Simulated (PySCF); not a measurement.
C2HF2O, charge +1, SMILES `[O+]#CC(F)F`.

PySCF calculation, CAM-B3LYP/cc-pVTZ, gas phase; geometry: GFN2-xTB. No frequency check shows the geometry to be a minimum.

Geometry (Å), atoms numbered from 1:

```
O1      -2.0570    0.0000    0.1019
C2      -0.9686    0.0001   -0.0673
C3       0.4922    0.0001   -0.3471
F4       1.0375    1.0928    0.1742
F5       1.0372   -1.0930    0.1741
H6       0.6427    0.0002   -1.4634
```

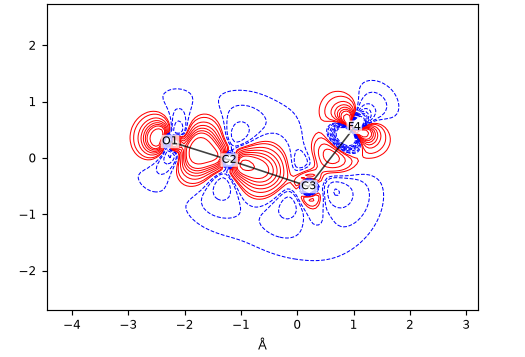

Deformation density (molecule less spherical, spin-averaged free atoms) in the plane of O1, C2, C3 and F4; contours at ±0.05 to ±0.8 e/Å³; solid red lines: gain, dashed blue lines: loss.

Question: Describe the bonding that the map shows.

Answer: O1–C2: +1.01 e/Å³ at the bond critical point (bond length 1.10 Å, Mayer order 2.8). C2–C3: +0.40 e/Å³ at the bond critical point (bond length 1.49 Å, Mayer order 0.9). C3–F4: +0.19 e/Å³ at the bond critical point (bond length 1.33 Å, Mayer order 1.2). In all, 1.2 electrons gather in the regions of gain relative to the promolecule of neutral atoms (the regions of loss give up this much and the cation's charge besides).

Question: Where do the Hirshfeld charges lie?

Answer: The highest Hirshfeld charge is on C2 (+0.48 e), the lowest on F4 and F5 (0.00 e).

```tsv
atom	charge (e)
O1	+0.15
C2	+0.48
C3	+0.24
F4	0.00
F5	0.00
H6	+0.14
```
